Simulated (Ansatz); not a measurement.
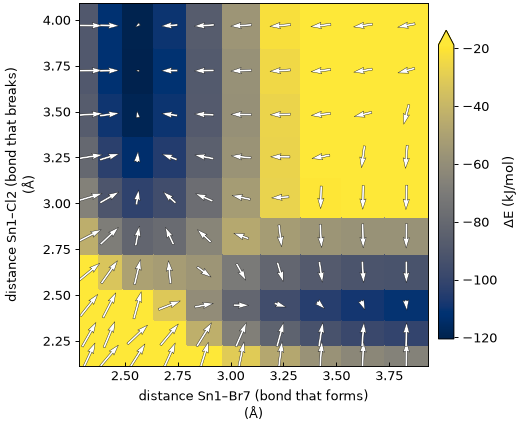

Energy landscape of the reacting system BrClH₄Sn (fragments ClH₃Sn + BrH where the first distance is long, BrH₃Sn + ClH where the second is long). 
- First axis: distance Sn1–Br7 (bond that forms). Second axis: distance Sn1–Cl2 (bond that breaks).
- Relaxed at each point: all other coordinates.
- Grid: 10 × 10 points.
- Points are written as (first, second).
- Energies: kJ/mol, counted from a guessed transition structure relaxed with its forming and breaking bonds held.
- Energies and slopes of some neighbouring points disagree (a jump in structure or state, or too coarse a mesh). The reference is spin-restricted, so regions where a bond is pulled apart into radicals lie too high.
- Computed with RKS PBE-D4/def2-SVP (Ansatz).

In the figure: one coloured cell a grid point, arrows along the force (downhill), their lengths compressed, one colour for all values above the top of the scale. 

### Describe this landscape.

The lowest grid point is at (2.560 Å, 3.723 Å), −121 kJ/mol from a guessed transition structure relaxed with its forming and breaking bonds held. The energy also falls towards the edge at (3.831 Å, 2.444 Å) (10 kJ/mol above the lowest), where a further well may lie outside the range. The highest grid point, (2.331 Å, 2.169 Å), lies 339 kJ/mol above the lowest.

Grid values (kJ/mol):

| second ↓, first → | 2.331 | 2.427 | 2.560 | 2.711 | 2.875 | 3.050 | 3.235 | 3.427 | 3.626 | 3.831 |
| --- | --- | --- | --- | --- | --- | --- | --- | --- | --- | --- |
| 3.969 | −89 | −112 | −120 | −110 | −87 | −56 | −22 | 11 | 43 | 71 |
| 3.723 | −89 | −112 | −121 | −111 | −88 | −58 | −25 | 8 | 39 | 66 |
| 3.484 | −87 | −110 | −119 | −110 | −88 | −59 | −27 | 5 | 33 | 59 |
| 3.253 | −80 | −103 | −113 | −106 | −85 | −57 | −27 | 1 | 19 | 24 |
| 3.032 | −67 | −91 | −102 | −96 | −77 | −53 | −27 | −20 | −19 | −17 |
| 2.822 | −44 | −69 | −82 | −79 | −65 | −47 | −53 | −56 | −58 | −58 |
| 2.625 | −6 | −33 | −50 | −52 | −56 | −71 | −81 | −88 | −92 | −93 |
| 2.444 | 51 | 21 | −2 | −32 | −61 | −82 | −96 | −104 | −109 | −111 |
| 2.284 | 132 | 97 | 38 | −9 | −43 | −67 | −83 | −93 | −98 | −101 |
| 2.169 | 218 | 147 | 82 | 32 | −5 | −30 | −47 | −58 | −63 | −66 |

The input of one point:

```yaml
crystal:
  periodic: [false, false, false]
  atoms:
    - { symbol: Sn, position_ang: [-0.673195, 0.685856, -0.469544] }
    - { symbol: Cl, position_ang: [0.635741, -2.233617, 1.43416] }
    - { symbol: H, position_ang: [-1.074729, 2.099998, -1.377466] }
    - { symbol: H, position_ang: [-1.18555, 0.729423, 1.167653] }
    - { symbol: H, position_ang: [-1.036955, -0.790396, -1.265271] }
    - { symbol: H, position_ang: [1.451313, -1.243189, 0.865263] }
    - { symbol: Br, position_ang: [1.883373, 0.752123, -0.354794] }
basis:
  gaussian: { orbitals: def2-SVP }
hamiltonian:
  xc: pbe
  dispersion: d4
output:
  forces: true
relax:
  f_tol: 0.02
  max_steps: 50
  escape_saddle: false
  constraints: [{ distance: [0, 6] }, { distance: [0, 1] }]
scf:
  lower_state_search: "off"
```

The whole map (100 points run) took 22 min on 1 thread of Arm Neoverse V2, with other jobs on the host.
